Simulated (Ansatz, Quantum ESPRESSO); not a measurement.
# From contact to tunnelling: vacuum gaps between two Na(100) faces, part 3 of 4

Aim: how the conductance falls as the barrier grows, for vacuum gaps between two Na(100) faces.

Quantum ESPRESSO 7.5; plane-wave DFT, PBE, GBRV ultrasoft pseudopotentials; cross-check by Ansatz 0.2.0 with PAW datasets.

So far. Step 2 (Self-consistent run, 4 Å): The run needed 11 iterations to bring the estimated error under 1e-07 Ry; the largest force on any atom, held or free, is 0.15 eV/Å.

**4. Cross-check with Ansatz, 4 Å**

A second code with its own PAW datasets, on the same atoms.

Level of this step: plane-wave DFT, PBE, Ansatz PAW (Ansatz 0.2.0).

The input, input.yaml:

```yaml
crystal:
  lattice:
    - [4.2, 0.0, 0.0]
    - [0.0, 4.2, 0.0]
    - [0.0, 0.0, 35.5]
  atoms:
    - { symbol: Na, position: [0.0, 0.0, 0.0] }
    - { symbol: Na, position: [0.5, 0.5, 0.0591549296] }
    - { symbol: Na, position: [0.0, 0.0, 0.1183098592] }
    - { symbol: Na, position: [0.5, 0.5, 0.1774647887] }
    - { symbol: Na, position: [0.0, 0.0, 0.2366197183] }
    - { symbol: Na, position: [0.5, 0.5, 0.2957746479] }
    - { symbol: Na, position: [0.0, 0.0, 0.3549295775] }
    - { symbol: Na, position: [0.5, 0.5, 0.414084507] }
    - { symbol: Na, position: [0.0, 0.0, 0.5267605634] }
    - { symbol: Na, position: [0.5, 0.5, 0.585915493] }
    - { symbol: Na, position: [0.0, 0.0, 0.6450704225] }
    - { symbol: Na, position: [0.5, 0.5, 0.7042253521] }
    - { symbol: Na, position: [0.0, 0.0, 0.7633802817] }
    - { symbol: Na, position: [0.5, 0.5, 0.8225352113] }
    - { symbol: Na, position: [0.0, 0.0, 0.8816901408] }
    - { symbol: Na, position: [0.5, 0.5, 0.9408450704] }
kpoints:
  mp_grid: { grid: [6, 6, 1] }
hamiltonian:
  xc: pbe
scf:
  occupations: { method: fermi_dirac, width: 0.1 }
  convergence: { dr2_threshold: 1.0e-08 }
output:
  transmission: { leads: [[0, 2]], e_range: [-0.4, 0.4], de: 0.4, kmesh: [8, 8] }
  write_potential: true
  write_density: true
  volumetric_format: npy
```

Run with:

```sh
> ansatz run input.yaml --threads 4 --pin off --max-ram 8192MiB --backend cpu --events-out ev --progress --plain --runs-dir out
```

Numbers of over 12 decimals in the logs are rounded to 6 here.

What it wrote:

```text
Engine: ansatz 0.2.0, aarch64-unknown-linux-gnu
Pseudopotentials: kind: paw
Pseudopotential: Na, paw, valence charge 9, recommended cutoff 420 eV (normal), Na.paw.azcp
Functional definition: PBE
  parameter kappa = 0.804
  parameter beta = 0.066725
  exchange = pbe_x(kappa = kappa, mu = beta*pi^2/3)
  correlation = pbe_c(beta = beta)
Crystal: 16 atoms, lattice volume = 626.220 Å³
Basis set: ecut = 420 eV, 12107 PW (Γ)
Bands: 88, of which v1, the nominal top of the filled ones, is band 72 counted from 1 (71 counted from 0)
Symmetry: 16 space group operations
Space group: P4/nmm (ITA 129), of the structure as read, at distance tolerance 8.6e-5 Å
k-points: 10 of 36
Non-local potential: Na, projectors of the file, l = 0: 3, l = 1: 2, l = 2: 1
PAW form: soft (Blöchl's): semilocal exchange-correlation on the pseudo side does not see the compensation charge
PAW one-centre angular grid: Na, 110 points (default); XC on 64 Gauss nodes
Initial density: superposition of atomic densities (neutral atoms: chi_scale 0, normalization atom), corrected by the library's trained network
Initial wavefunctions: pseudopotential atomic-orbital guess
Functional: x = pbe(κ = 0.804, μ = 0.219515), c = pbe(β = 0.066725)
SCF iter   1: F=—  HF=-23782.548607 eV  |F-HF|=—  |Δ(HF+E_count)|=         —  Δρ=1.07e-3  dr2=1.14e0  ethr=1.77e-3  ⟨swp⟩=9.1  Hψ=3495  notcnv=0  defer=7
preconditioner: auto → LDOS  [metal: Δε(μ)=0.082 eV  Ē_g=3.115 eV  σ=0.100 eV  W_gap=0.20  n_scr=104 (ndim 8)  ℏωp=5.9 eV  f_vac=0.014  D(μ)=8.72/eV (n_scr^D=44)  β→1.0]
SCF iter   2: F=—  HF=-23782.523450 eV  |F-HF|=—  |Δ(HF+E_count)|=   2.52e-2  Δρ=6.86e-4  dr2=1.57e-2  ethr=7.91e-4  ⟨swp⟩=1.8  Hψ=1037  notcnv=0  defer=4
SCF iter   3: F=—  HF=-23782.523108 eV  |F-HF|=—  |Δ(HF+E_count)|=   3.42e-4  Δρ=6.57e-4  dr2=1.62e-3  ethr=1.09e-5  ⟨swp⟩=2.0  Hψ=1513  notcnv=0  defer=4
SCF iter   4: F=—  HF=-23782.522180 eV  |F-HF|=—  |Δ(HF+E_count)|=   9.28e-4  Δρ=4.00e-5  dr2=7.96e-5  ethr=1.13e-6  ⟨swp⟩=2.0  Hψ=1513  notcnv=0  defer=4
SCF iter   5: F=—  HF=-23782.522181 eV  |F-HF|=—  |Δ(HF+E_count)|=   1.22e-6  Δρ=1.54e-5  dr2=2.39e-6  ethr=5.53e-8  ⟨swp⟩=2.1  Hψ=931  notcnv=0  defer=4
SCF iter   6: F=—  HF=-23782.522134 eV  |F-HF|=—  |Δ(HF+E_count)|=   4.70e-5  Δρ=2.87e-6  dr2=1.62e-7  ethr=1.66e-9  ⟨swp⟩=2.1  Hψ=1474  notcnv=0  defer=4
SCF iter   7: F=—  HF=-23782.522134 eV  |F-HF|=—  |Δ(HF+E_count)|=   4.21e-9  Δρ=2.03e-6  dr2=1.43e-8  ethr=1.12e-10  ⟨swp⟩=2.1  Hψ=1594  notcnv=0  defer=4
SCF iter   8: F=-23782.522134 eV  HF=-23782.522134 eV  |F-HF|=5.86e-10  |Δ(HF+E_count)|=   8.07e-9  Δρ=3.72e-7  dr2=1.33e-9  ethr=6.94e-12  ⟨swp⟩=9.3  Hψ=2989  notcnv=0
SCF 1 converged in 8 iterations: F = -23782.522134 eV  dr2 = 1.33e-9
  greatest PAW one-centre occupation: 0.999 electrons in one spin orbital (limit 2), on the Na atom at site 8 (counted from 0), in its partial waves of l = 0
transmission: 71 of 705 steps passed
transmission: 141 of 705 steps passed
[...]
transmission: 705 of 705 steps passed
SCF converged after 8 iterations
Free energy (F): -23782.522134 eV
Harris-Foulkes:  -23782.522134 eV  (|F-HF|=5.86e-10)
Internal energy: -23782.235776 eV  (E = F + TS)
E sigma→0 (E₀):  -23782.378955 eV
Entropy (-TS):   -0.286359 eV (-17.897 meV/atom)
Fermi energy:    1.507320 eV
--- Per-component energies (eV) ---
  E_band       = -3894.054270
  E_kinetic    = 1921.777636
  E_local      = -25033.805632  (includes V_loc(G=0)·N_el)
  E_nonlocal   = 1841.489722
  E_hartree    = 9401.341310
  E_xc         = -612.834111
  E_vxc        = -787.386105  (∫ρ·V_xc dr)
  E_paw        = -4210.636068  (= ΣΔE_a)
  E_vpaw       = -638.809694  (= ΣTr[D̂ρ^β])
  E_aug_tail   = -0.000518  (compensation charges beyond the density's cutoff)
  E_ewald      = -7089.568113
  E_smearing   = -0.286359  (= −TS)
  E_closure    = 0.000000  (closes the sum)
  Σ components = -23782.522134   (vs F -23782.522134, Δ=0.00e0)
--- Band table (eV; the first three rows and the last of 10) ---
  k-point 0: bands = [... 68 lower, -1.0562, -0.6213, -0.4144, 0.2503, 0.4147, 1.3463, 1.4265, 2.6442, ... 12 higher]
  k-point 1: bands = [... 68 lower, -0.8150, -0.3820, -0.1759, 0.4861, 0.6494, 1.5769, 1.6554, 2.8607, ... 12 higher]
  k-point 2: bands = [... 68 lower, -0.0978, 0.3295, 0.5335, 1.1856, 1.3465, 2.0467, 2.1374, 2.2259, ... 12 higher]
  k-point 9: bands = [... 68 lower, 2.5015, 2.5015, 2.7238, 2.7238, 2.7658, 2.7658, 2.8601, 2.8601, ... 12 higher]
--- Transmission ---
  basis      : 149 plane waves across, 47 finite elements along
  points     : 15, standing for a mesh of 8 x 8
  energies   : 3 from -0.400000 to 0.400000 eV about the Fermi level, 0.400000 eV apart; the leads are filled to 0.000000 eV, and channels, transmission and decay are at 0.000000 eV
  crystal 0  : Na2, at the sites [0, 2], period 4.2000 Å, over 33.60 Å; its Hamiltonian steps by up to 18.2 meV
    offset         : up to 0.0000 Å between an atom of the period and one for which it stands
    channels       : 1.078125e0 a spin
    conductance    : none, the energies end too early or step too widely for 300 K: set another output.transmission.e_range or a lower de, or, where they end at an eighth of basis.ecutwfc, a higher one
    slowest decay  : 0.1305 /Å at (0.5000, 0.3750)
  junction   : crystal 0 to crystal 0, -0.35 to 30.95 Å
    transmission   : 6.381005e-1 a spin
    conductance    : none, the energies end too early or step too widely for 300 K: set another output.transmission.e_range or a lower de, or, where they end at an eighth of basis.ecutwfc, a higher one
```

The job ended after 38 s (4 threads of Arm Neoverse V2, shared host; peak memory 1.4 GiB).

This step gave:

```
free energy                                  : -23782.5221 eV
energy at zero smearing                      : -23782.3790 eV
smearing term TS                             : 0.2864 eV
Fermi energy                                 : 1.507 eV
symmetry operations                          : 16
transmission at the Fermi level, one spin    : 0.6381
step of the lead's Hamiltonian over a period : 18.2 meV
```

Per spin; mean over the k mesh across the current. Table of transmission, zone mean by energy, zero at the Fermi level:

```csv
energy (eV),"transmission, zone mean"
-0.400,0.501
0.000,0.638
0.400,0.784
```

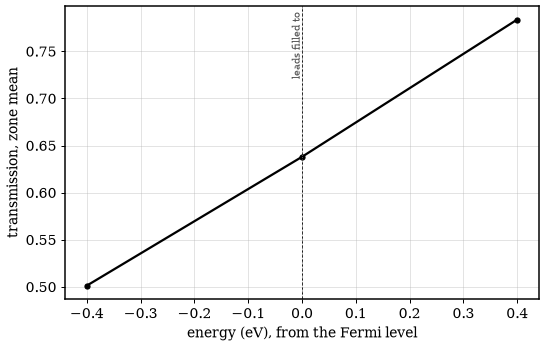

Transmission, zone mean, plotted against energy.

Per spin; mean over the k mesh across the current. Table of open channels, zone mean by energy, zero at the Fermi level:

```csv
energy (eV),"open channels, zone mean"
-0.400,1.08
0.000,1.08
0.400,1.39
```

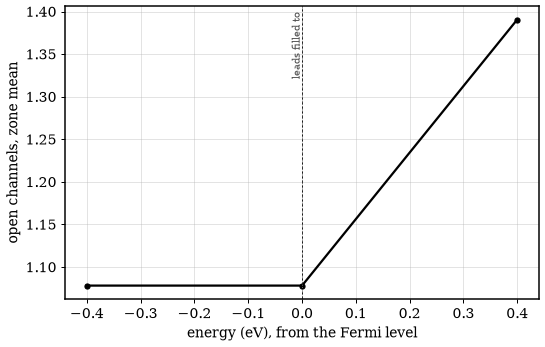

Open channels, zone mean, plotted against energy.

Ansatz finds T = 0.638 against pwcond's 0.643.

**5. SCF with pw.x, 5 Å**

Level of this step: plane-wave DFT, PBE, GBRV ultrasoft pseudopotentials (Quantum ESPRESSO 7.5).

The input, j1.scf.in:

```
&control
  prefix = 'j1.scf'
  outdir = './out'
  pseudo_dir = './pseudo'
  calculation = 'scf'
  tprnfor = .true.
/
&system
  ibrav = 0
  nat = 16
  ntyp = 1
  ecutwfc = 40
  ecutrho = 200
  occupations = 'smearing'
  smearing = 'mv'
  degauss = 0.01
/
&electrons
  conv_thr = 1e-07
  mixing_beta = 0.25
  electron_maxstep = 120
  mixing_mode = 'local-TF'
/
ATOMIC_SPECIES
  Na  22.9898  na_pbe_v1.5.uspp.F.UPF
CELL_PARAMETERS angstrom
  4.20000000000000 0.00000000000000 0.00000000000000
  0.00000000000000 4.20000000000000 0.00000000000000
  0.00000000000000 0.00000000000000 36.50000000000000
ATOMIC_POSITIONS crystal
  Na  0.000000000000 0.000000000000 0.000000000000
  Na  0.500000000000 0.500000000000 0.057534246575
  Na  0.000000000000 0.000000000000 0.115068493151
  Na  0.500000000000 0.500000000000 0.172602739726
  Na  0.000000000000 0.000000000000 0.230136986301
  Na  0.500000000000 0.500000000000 0.287671232877
  Na  0.000000000000 0.000000000000 0.345205479452
  Na  0.500000000000 0.500000000000 0.402739726027
  Na  0.000000000000 0.000000000000 0.539726027397
  Na  0.500000000000 0.500000000000 0.597260273973
  Na  0.000000000000 0.000000000000 0.654794520548
  Na  0.500000000000 0.500000000000 0.712328767123
  Na  0.000000000000 0.000000000000 0.769863013699
  Na  0.500000000000 0.500000000000 0.827397260274
  Na  0.000000000000 0.000000000000 0.884931506849
  Na  0.500000000000 0.500000000000 0.942465753425
K_POINTS automatic
  6 6 1 0 0 0
```

Run with:

```sh
> OMP_NUM_THREADS=1 mpirun -n 4 pw.x -nk 2 -in j1.scf.in > j1.scf.out
```

What it wrote:

```text
[banner, memory and clock lines left out]
Program PWSCF v.7.5 starts
[...]
Message from routine setup:
[...]
number of electrons       =       144.00
     number of Kohn-Sham states=           86
     kinetic-energy cutoff     =      40.0000  Ry
     charge density cutoff     =     200.0000  Ry
[...]
number of k points=    10  Marzari-Vanderbilt smearing, width (Ry)=  0.0100
[...]
Dense  grid:   207419 G-vectors     FFT dimensions: (  36,  36, 320)
[...]
Starting wfcs are   80 randomized atomic wfcs +    6 random wfcs
[...]
estimated scf accuracy    <       0.53269465 Ry
[...]
estimated scf accuracy    <       0.38799128 Ry
[...]
estimated scf accuracy    <       0.01941411 Ry
[...]
estimated scf accuracy    <       0.02056622 Ry
[...]
estimated scf accuracy    <       0.00025641 Ry
[...]
estimated scf accuracy    <       0.00009387 Ry
[...]
estimated scf accuracy    <       0.00020943 Ry
[...]
estimated scf accuracy    <       0.00002218 Ry
[...]
estimated scf accuracy    <       0.00001295 Ry
[...]
estimated scf accuracy    <       0.00000079 Ry
[...]
the Fermi energy is     1.2614 ev
!    total energy              =   -1525.49804720 Ry
     estimated scf accuracy    <       0.00000003 Ry
     smearing contrib. (-TS)   =      -0.00040305 Ry
     internal energy E=F+TS    =   -1525.49764415 Ry
[...]
one-electron contribution =   -1731.97850974 Ry
     hartree contribution      =     870.26353124 Ry
     xc contribution           =    -228.91193057 Ry
     ewald contribution        =    -434.87073507 Ry
     convergence has been achieved in  11 iterations
[...]
Total force =     0.004556     Total SCF correction =     0.000620
[...]
```

It took 83 s on 4 MPI ranks; peak memory 1.1 GiB.

Read from the output:

* free energy: -20755.4583 eV
* Fermi energy: 1.261 eV

**6. Transmission with pwcond.x, 5 Å**

The input, j1.cond.in:

```
&inputcond
  outdir = './out'
  prefixt = 'j1.scf'
  tran_file = 'j1.cond.dat'
  bdl = 1.0000000000
  bds = 8.6904761905
  ikind = 1
  ewind = 4.0
  epsproj = 1e-05
  nz1 = 7
  energy0 = 0.4
  denergy = -0.4
/
15
  0.00000000 0.00000000 0.01562500
  0.00000000 0.12500000 0.06250000
  0.00000000 0.25000000 0.06250000
  0.00000000 0.37500000 0.06250000
  0.00000000 0.50000000 0.03125000
  0.12500000 0.12500000 0.06250000
  0.12500000 0.25000000 0.12500000
  0.12500000 0.37500000 0.12500000
  0.12500000 0.50000000 0.06250000
  0.25000000 0.25000000 0.06250000
  0.25000000 0.37500000 0.12500000
  0.25000000 0.50000000 0.06250000
  0.37500000 0.37500000 0.06250000
  0.37500000 0.50000000 0.06250000
  0.50000000 0.50000000 0.01562500
3
```

Run with:

```sh
> OMP_NUM_THREADS=1 mpirun -n 4 pwcond.x -in j1.cond.in > j1.cond.out
```

What it wrote:

```text
[banner, memory and clock lines left out]
Program PWCOND v.7.5 starts
[citation notice left out]

[...]
./out/j1.scf.save/

     IMPORTANT: XC functional enforced from input :
     Exchange-correlation= PBE
                           (   1   4   3   4   0   0   0)
     Any further DFT definition will be discarded
     Please, verify this is what you really want

     Reading collected, re-writing distributed wavefunctions

===== INPUT FILE containing all the regions =====

     GEOMETRY:

     lattice parameter (alat)  =       7.9368  a.u.
[...]
Nchannels of the left tip =            0
 Right moving states:
   k1(2pi/a)   k2(2pi/a)   E-Ef (eV)
 Left moving states:
   k1(2pi/a)   k2(2pi/a)   E-Ef (eV)

 to transmit
          E-Ef(ev), T =    0.0000000   0.0000000
---  E-Ef =   -0.4000000  k =    0.5000000   0.5000000
---  ie =          3  ik =         15
 Nchannels of the left tip =            0
 Right moving states:
   k1(2pi/a)   k2(2pi/a)   E-Ef (eV)
 Left moving states:
   k1(2pi/a)   k2(2pi/a)   E-Ef (eV)

 to transmit
          E-Ef(ev), T =   -0.4000000   0.0000000
   T_tot     0.40000      0.93854E+00
   T_tot     0.00000      0.67867E+00
   T_tot    -0.40000      0.44656E+00

[...]
```

The job ended after 1.9 min (4 MPI ranks; peak memory 0.34 GiB).

This step gave:

```
transmission at the Fermi level, one spin : 0.3393
conductance                               : 0.3393 G₀
```

Per spin; mean over the k mesh across the current. Table of transmission, zone mean by energy, zero at the Fermi level:

```csv
energy (eV),"transmission, zone mean"
-0.400,0.223
0.000,0.339
0.400,0.469
```

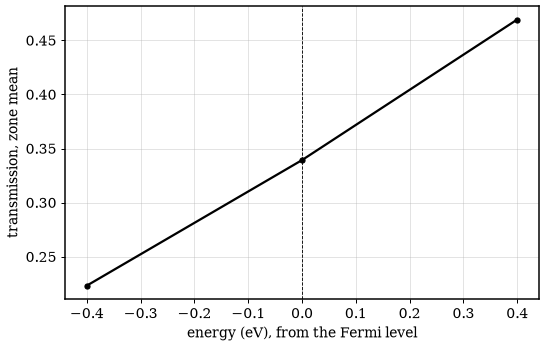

Transmission, zone mean against energy.

T goes from 0.643 to 0.339, a factor of 1.9.

**7. The same in Ansatz, 5 Å**

Level of this step: plane-wave DFT, PBE, Ansatz PAW (Ansatz 0.2.0).

The input, input.yaml:

```yaml
crystal:
  lattice:
    - [4.2, 0.0, 0.0]
    - [0.0, 4.2, 0.0]
    - [0.0, 0.0, 36.5]
  atoms:
    - { symbol: Na, position: [0.0, 0.0, 0.0] }
    - { symbol: Na, position: [0.5, 0.5, 0.0575342466] }
    - { symbol: Na, position: [0.0, 0.0, 0.1150684932] }
    - { symbol: Na, position: [0.5, 0.5, 0.1726027397] }
    - { symbol: Na, position: [0.0, 0.0, 0.2301369863] }
    - { symbol: Na, position: [0.5, 0.5, 0.2876712329] }
    - { symbol: Na, position: [0.0, 0.0, 0.3452054795] }
    - { symbol: Na, position: [0.5, 0.5, 0.402739726] }
    - { symbol: Na, position: [0.0, 0.0, 0.5397260274] }
    - { symbol: Na, position: [0.5, 0.5, 0.597260274] }
    - { symbol: Na, position: [0.0, 0.0, 0.6547945205] }
    - { symbol: Na, position: [0.5, 0.5, 0.7123287671] }
    - { symbol: Na, position: [0.0, 0.0, 0.7698630137] }
    - { symbol: Na, position: [0.5, 0.5, 0.8273972603] }
    - { symbol: Na, position: [0.0, 0.0, 0.8849315068] }
    - { symbol: Na, position: [0.5, 0.5, 0.9424657534] }
kpoints:
  mp_grid: { grid: [6, 6, 1] }
hamiltonian:
  xc: pbe
scf:
  occupations: { method: fermi_dirac, width: 0.1 }
  convergence: { dr2_threshold: 1.0e-08 }
output:
  transmission: { leads: [[0, 2]], e_range: [-0.4, 0.4], de: 0.4, kmesh: [8, 8] }
  write_potential: true
  write_density: true
  volumetric_format: npy
  elf: true
```

Run with:

```sh
> ansatz run input.yaml --threads 4 --pin off --max-ram 8192MiB --backend cpu --events-out ev --progress --plain --runs-dir out
```

What it wrote:

```text
[...]
Crystal: 16 atoms, lattice volume = 643.860 Å³
Basis set: ecut = 420 eV, 12429 PW (Γ)
Bands: 88, of which v1, the nominal top of the filled ones, is band 72 counted from 1 (71 counted from 0)
Symmetry: 16 space group operations
[...]
k-points: 10 of 36
[...]
k-point 9: bands = [... 68 lower, 2.4036, 2.4036, 2.6070, 2.6070, 2.6614, 2.6614, 2.7514, 2.7514, ... 12 higher]
--- Transmission ---
  basis      : 149 plane waves across, 49 finite elements along
  points     : 15, standing for a mesh of 8 x 8
[...]
channels       : 1.078125e0 a spin
[...]
slowest decay  : 0.1327 /Å at (0.5000, 0.3750)
  junction   : crystal 0 to crystal 0, -0.35 to 31.95 Å
    transmission   : 3.355744e-1 a spin
[...]
[key lines of the parts left out:]
SCF converged after 8 iterations
Free energy (F): -23782.407668 eV
Fermi energy:    1.399574 eV
```

The job ended after 40 s (4 threads; peak memory 1.4 GiB).

Numbers from this step:

| Quantity | Value |
| --- | --- |
| free energy | -23782.4077 eV |
| energy at zero smearing | -23782.2663 eV |
| smearing term TS | 0.2828 eV |
| Fermi energy | 1.400 eV |
| transmission at the Fermi level, one spin | 0.3356 |
| step of the lead's Hamiltonian over a period | 20.7 meV |

Per spin; mean over the k mesh across the current. Table of transmission, zone mean by energy, zero at the Fermi level:

```csv
energy (eV),"transmission, zone mean"
-0.400,0.225
0.000,0.336
0.400,0.464
```

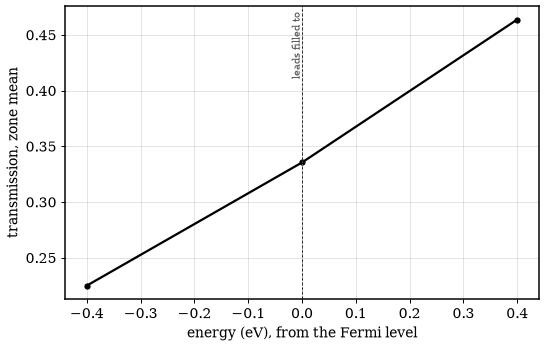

Transmission, zone mean against energy.

Ansatz finds T = 0.336 against pwcond's 0.339.

**8. SCF with pw.x, 6 Å**

Level of this step: plane-wave DFT, PBE, GBRV ultrasoft pseudopotentials (Quantum ESPRESSO 7.5).

The input, j2.scf.in:

```
&control
  prefix = 'j2.scf'
  outdir = './out'
  pseudo_dir = './pseudo'
  calculation = 'scf'
  tprnfor = .true.
/
&system
  ibrav = 0
  nat = 16
  ntyp = 1
  ecutwfc = 40
  ecutrho = 200
  occupations = 'smearing'
  smearing = 'mv'
  degauss = 0.01
/
&electrons
  conv_thr = 1e-07
  mixing_beta = 0.25
  electron_maxstep = 120
  mixing_mode = 'local-TF'
/
ATOMIC_SPECIES
  Na  22.9898  na_pbe_v1.5.uspp.F.UPF
CELL_PARAMETERS angstrom
  4.20000000000000 0.00000000000000 0.00000000000000
  0.00000000000000 4.20000000000000 0.00000000000000
  0.00000000000000 0.00000000000000 37.50000000000000
ATOMIC_POSITIONS crystal
  Na  0.000000000000 0.000000000000 0.000000000000
  Na  0.500000000000 0.500000000000 0.056000000000
  Na  0.000000000000 0.000000000000 0.112000000000
  Na  0.500000000000 0.500000000000 0.168000000000
  Na  0.000000000000 0.000000000000 0.224000000000
  Na  0.500000000000 0.500000000000 0.280000000000
  Na  0.000000000000 0.000000000000 0.336000000000
  Na  0.500000000000 0.500000000000 0.392000000000
  Na  0.000000000000 0.000000000000 0.552000000000
  Na  0.500000000000 0.500000000000 0.608000000000
  Na  0.000000000000 0.000000000000 0.664000000000
  Na  0.500000000000 0.500000000000 0.720000000000
  Na  0.000000000000 0.000000000000 0.776000000000
  Na  0.500000000000 0.500000000000 0.832000000000
  Na  0.000000000000 0.000000000000 0.888000000000
  Na  0.500000000000 0.500000000000 0.944000000000
K_POINTS automatic
  6 6 1 0 0 0
```

Run with:

```sh
> OMP_NUM_THREADS=1 mpirun -n 4 pw.x -nk 2 -in j2.scf.in > j2.scf.out
```

What it wrote:

```text
[banner, memory and clock lines left out]
Program PWSCF v.7.5 starts
[...]
Message from routine setup:
[...]
number of electrons       =       144.00
     number of Kohn-Sham states=           86
     kinetic-energy cutoff     =      40.0000  Ry
     charge density cutoff     =     200.0000  Ry
[...]
number of k points=    10  Marzari-Vanderbilt smearing, width (Ry)=  0.0100
[...]
Dense  grid:   213155 G-vectors     FFT dimensions: (  36,  36, 320)
[...]
Starting wfcs are   80 randomized atomic wfcs +    6 random wfcs
[...]
estimated scf accuracy    <       0.58961767 Ry
[...]
estimated scf accuracy    <       0.44530941 Ry
[...]
estimated scf accuracy    <       0.02540730 Ry
[...]
estimated scf accuracy    <       0.03706669 Ry
[...]
estimated scf accuracy    <       0.00457969 Ry
[...]
estimated scf accuracy    <       0.00180323 Ry
[...]
estimated scf accuracy    <       0.00002745 Ry
[...]
estimated scf accuracy    <       0.00005109 Ry
[...]
estimated scf accuracy    <       0.00001902 Ry
[...]
estimated scf accuracy    <       0.00002466 Ry
[...]
estimated scf accuracy    <       0.00000061 Ry
[...]
estimated scf accuracy    <       0.00000017 Ry
[...]
the Fermi energy is     1.1670 ev
!    total energy              =   -1525.49481450 Ry
     estimated scf accuracy    <       0.00000003 Ry
     smearing contrib. (-TS)   =      -0.00017401 Ry
     internal energy E=F+TS    =   -1525.49464048 Ry
[...]
one-electron contribution =   -1963.47620264 Ry
     hartree contribution      =     985.51362807 Ry
     xc contribution           =    -228.91199330 Ry
     ewald contribution        =    -318.62007260 Ry
     convergence has been achieved in  13 iterations
[...]
Total force =     0.002631     Total SCF correction =     0.000542
[...]
```

Elapsed: 97 s, on 4 MPI ranks; peak memory 1.1 GiB.

This step gave:

* free energy: -20755.4143 eV
* Fermi energy: 1.167 eV

[end of part 3 of 4]

[Logs are printed without paths, hosts, clocks, repeated set-up lines and the standing remarks that a program may print on its own settings, such as how far it seeks lower states.]

[Hosts, paths, dates, database ids (printed as entryN), source tags and the programs' standing remarks are cut or masked in the printed files.]

[Maps of the electrostatic potential energy from Ansatz leave out the sawtooth potential of an applied field or a dipole correction, so their vacuum need not be flat; planar profiles and work functions include it.]
